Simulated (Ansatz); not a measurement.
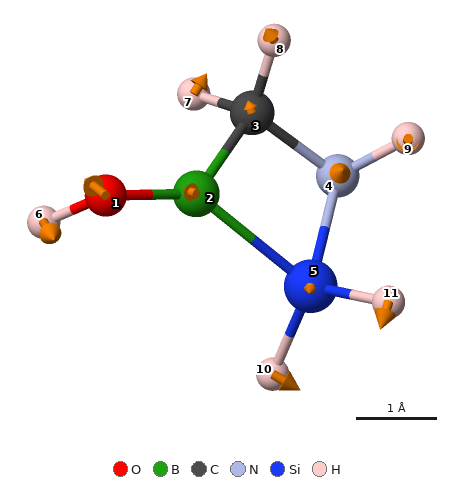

A relaxation of CH6BNOSi. The starting structure is drawn; orange arrows show the displacements, at their true length. The two geometries are superimposed by the best rigid fit.

Style: ball-and-stick. Shown at a tilt.

The run prepares an end point of a later path (torsion) calculation, from a guessed geometry.

Method: RKS BLYP/6-31G in Ansatz 0.2.0. Set-up: no spin polarisation; force threshold 0.015 eV/Å; at most 40 steps.

What did the optimiser do to the structure, and how much energy did it gain?

Answer. The energy falls by 211.4 kJ/mol in 12 accepted moves (14 points after the start). The largest force component goes from 3.6 to 0.0039 eV/Å. The line search rejected the trial steps at points 7, 9 of the run. H6 moves most after the best rigid fit: 0.66 Å. Largest moves by element: H 0.66 Å, O 0.58 Å, N 0.36 Å, B 0.26 Å, C 0.17 Å, Si 0.13 Å. Near-neighbour distances that change, for instance: B2–Si5 1.936 → 2.077 Å, N4–H9 1.102 → 1.017 Å, Si5–H10 1.450 → 1.528 Å, Si5–H11 1.462 → 1.528 Å. Bond angles that change, for instance: Si5–N4–H9 104.3° → 134.5°, C3–N4–H9 101.4° → 122.1°, H10–Si5–H11 121.3° → 104.6°. Groups turn about O1–B2 by about 90°.
